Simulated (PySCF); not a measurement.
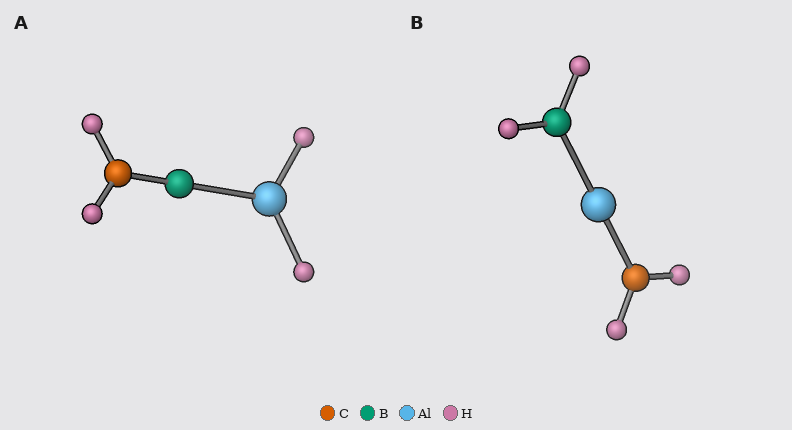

2 stationary structures of one formula. Geometries: PBE-D4/def2-SVP. Electronic energies: PBE-D4/def2-SVP (PySCF 2.14.0), without zero-point energy. No frequency run is at hand to confirm each as a minimum. Each is one conformer, not always the lowest.

**Which structure is the most stable?**

A is lowest (C2v); B lies 17.9 kcal/mol above it (C2v).
